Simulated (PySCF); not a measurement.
**GeF2 (SMILES [F][Ge][F]) at 6 levels**

We compute a comparison of 6 runs (B2PLYP/STO-6G, B3LYP/STO-6G, wB97X-V/STO-6G, UMP2/STO-6G, QCISD(T)/STO-6G, CCSD(T)/STO-6G) of GeF2. 

Program for the calculation: PySCF 2.14.0.

24 further runs of the same task are left out: 10 that didn't finish, 14 set aside as unsound or not needed.

### Step 1. Starting point

The species is GeF2 (3 atoms), meant as a singlet with charge 0. SMILES: `[F][Ge][F]`. The Ge2–F3 distance was set to 3.141 Å, away from the relaxed value. At this shape a bond of the SMILES string is far longer than usual.

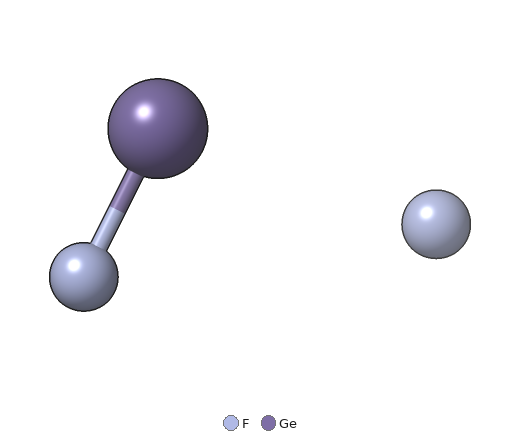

Viewed from a chosen angle; fluorine light blue, germanium purple.

### Step 2. A single-point energy at B2PLYP/STO-6G (run 1)

File input.py:

```python
from pyscf import gto, dft, mp

mol = gto.M(
    atom=[
    ('F', (-0.187981, -2.403637, -0.372620)),
    ('Ge', (1.125419, -1.597037, 0.445080)),
    ('F', (0.027600, 1.332100, 0.164100)),
],
    basis='sto-6g',
    spin=0,
    verbose=3,
    max_memory=1860,
)

mf = dft.RKS(mol)
mf.xc = '0.53*HF + 0.47*B88, 0.73*LYP'
mf.conv_tol = 1e-10
mf.grids.level = 5
mf.kernel()
if not mf.converged:
    mf = mf.newton().run(mf.mo_coeff, mf.mo_occ)

pt = mp.MP2(mf, frozen=11).run()
e_tot = mf.e_tot + 0.27 * pt.e_corr
print('PT2 part  %.8f' % (0.27 * pt.e_corr))
print(f'total energy: {e_tot:.8f} hartree')
```

The run is started by

```bash
$ OMP_NUM_THREADS=1 python input.py
```

The log of the run:

```text
SCF not converged.
SCF energy = -2263.3798618508
converged SCF energy = -2263.41164092427
E(RMP2) = -2263.71271208627  E_corr = -0.30107116199959
E(SCS-RMP2) = -2263.75290916604  E_corr = -0.341268241767262
PT2 part  -0.08128921
total energy: -2263.49293014 hartree
```

It took 19 s on 1 thread of Arm Neoverse V2, shared host; peak memory 0.27 GiB.

### Step 3. The energy at B3LYP/STO-6G (run 2)

File run.py:

```python
from pyscf import gto, dft

mol = gto.M(
    atom='F -0.187981 -2.403637 -0.372620; Ge 1.125419 -1.597037 0.445080; F 0.027600 1.332100 0.164100',
    charge=0,
    verbose=3,
    max_memory=1860,
    basis='sto-6g',
)

mf = dft.RKS(mol)
mf.xc = 'b3lyp'
mf.grids.level = 5
mf.conv_tol = 1e-10
mf.kernel()
if not mf.converged:
    mf = mf.newton().run(mf.mo_coeff, mf.mo_occ)

e_tot = mf.e_tot
print('Final energy', e_tot)
```

The run is started by

```bash
$ OMP_NUM_THREADS=1 python run.py
```

The log of the run:

```text
SCF not converged.
SCF energy = -2252.01294730634
converged SCF energy = -2264.00351502244
Final energy -2264.0035150224385
```

It took 44 s on 1 thread of Arm Neoverse V2, shared host; peak memory 0.27 GiB.

Run 3 isn't shown in full; the table further down has it.

### Step 4. A single-point energy at UMP2/STO-6G (run 4)

File calc.py:

```python
from pyscf import gto, scf, mp

system = gto.M(
    atom=[
    ('F', (-0.187981, -2.403637, -0.372620)),
    ('Ge', (1.125419, -1.597037, 0.445080)),
    ('F', (0.027600, 1.332100, 0.164100)),
],
    max_memory=1860,
    spin=0,
    charge=0,
    basis='sto-6g',
    verbose=3,
)

calc0 = scf.UHF(system)
calc0.conv_tol = 1e-10
calc0.kernel()
if not calc0.converged:
    calc0 = calc0.newton().run(calc0.mo_coeff, calc0.mo_occ)
for _ in range(3):
    mo, _, stable, _ = calc0.stability(return_status=True)
    if stable:
        break
    calc0.kernel(calc0.make_rdm1(mo, calc0.mo_occ))

pt = mp.MP2(calc0, frozen=11).run()
e_tot = pt.e_tot
print('Final energy', e_tot)
```

The run is started by

```bash
$ OMP_NUM_THREADS=1 python calc.py
```

The log of the run:

```text
WARN: HOMO 0.168431996596869 >= LUMO 0.168288970572326

converged SCF energy = -2261.89408076985  <S^2> = 3.1325648e-08  2S+1 = 1.0000001
<class 'pyscf.scf.uhf.UHF'> wavefunction has an internal instability
converged SCF energy = -2262.07665340274  <S^2> = 0.99054402  2S+1 = 2.2275942
<class 'pyscf.scf.uhf.UHF'> wavefunction is stable in the internal stability analysis
E(UMP2) = -2262.12045196543  E_corr = -0.043798562690954
E(SCS-UMP2) = -2262.12169260016  E_corr = -0.0450391974206031
Final energy -2262.1204519654284
```

Wall time 1.2 s (1 thread of Arm Neoverse V2, shared host); peak memory 0.12 GiB.

Run 5 isn't shown in full; the table further down has it.

### Step 5. A single-point energy at CCSD(T)/STO-6G (run 6)

File input.py:

```python
from pyscf import gto, cc

system = gto.M(
    atom='''
F     -0.355233    -4.542216    -0.704150
Ge     2.126734    -3.017963     0.841079
F      0.052156     2.517304     0.310104
''',
    unit='bohr',
    verbose=3,
    spin=0,
    basis='sto-6g',
    max_memory=1860,
)

mf = system.RHF()
mf.conv_tol = 1e-10
mf.kernel()
if not mf.converged:
    mf = mf.newton().run(mf.mo_coeff, mf.mo_occ)

mycc = cc.CCSD(mf, frozen=11)
mycc.kernel()
e_t = mycc.ccsd_t()
etot = mycc.e_tot + e_t
print('Final energy', etot)
```

The run is started by

```bash
$ OMP_NUM_THREADS=1 python input.py
```

The log of the run:

```text
converged SCF energy = -2261.89408070253
E(CCSD) = -2262.130219608182  E_corr = -0.2361389056507273
CCSD(T) correction = -0.0124315240357384
Final energy -2262.1426511322175
```

It took 1.3 s on 1 thread of Arm Neoverse V2, shared host; peak memory 0.12 GiB.

### Step 6. The series

| run | level | frozen core orbitals | nlc grid | energy (Eh) | dipole moment (D) of the reference | HOMO energy (eV) | LUMO energy (eV) | wall time |
| --- | --- | --- | --- | --- | --- | --- | --- | --- |
| 1 | B2PLYP/STO-6G | 11 | – | -2263.492930 | 3.61 | -2.31 | 1.51 | 19 s |
| 2 | B3LYP/STO-6G | – | – | -2264.003515 | 3.26 | -1.52 | 0.01 | 44 s |
| 3 | wB97X-V/STO-6G | – | 1 | -2263.796510 | 3.38 | -3.37 | 2.58 | 44 s |
| 4 | UMP2/STO-6G | 11 | – | -2262.120452 | 0.71 | -4.40 | 5.00 | 1.2 s |
| 5 | QCISD(T)/STO-6G | 11 | – | -2262.144347 | 4.42 | -3.24 | 3.27 | 1.3 s |
| 6 | CCSD(T)/STO-6G | 11 | – | -2262.142651 | 4.42 | -3.24 | 3.27 | 1.3 s |

### Step 7. What came out

| quantity | value |
| --- | --- |
| run 6: total energy | -2262.14265 Eh |
| run 6: dipole moment (Hartree–Fock density) | 4.42 D |
| run 6: HOMO energy (Hartree–Fock orbitals) | -3.24 eV |
| run 6: LUMO energy (Hartree–Fock orbitals) | 3.27 eV |
| run 6: HOMO–LUMO gap (Hartree–Fock orbitals) | 6.51 eV |
| run 6: correlation energy (11 core orbitals frozen) | -248.6 mEh |
| run 6: (T) correction | -12.43 mEh |
| run 6: T1 diagnostic | 0.052 |

What this shows: Over runs 1, 2, 3 the dipole moment (its size) runs from 3.26 D (B3LYP/STO-6G) to 3.61 D (B2PLYP/STO-6G). A double hybrid's value is that of its SCF part. Over runs 1, 2, 3 the HOMO–LUMO gap runs from 1.53 eV (B3LYP/STO-6G) to 5.96 eV (wB97X-V/STO-6G). Totals of different functionals can't be ranked against each other. In runs 5, 6 the T1 diagnostic is large, so a single reference may not serve. In runs 1, 2, 3, 4, 5, 6 the basis is minimal, so the values are rough. In runs 1, 2, 3, 5, 6 a closed-shell determinant meets a far-stretched bond, which it describes badly. Spin contamination of the reference: run 4 ⟨S²⟩ = 0.99. Where it is this large, the reference is a mixture of spin states, and values that rest on it are in doubt. All runs together took 1.8 min, the longest 44 s.
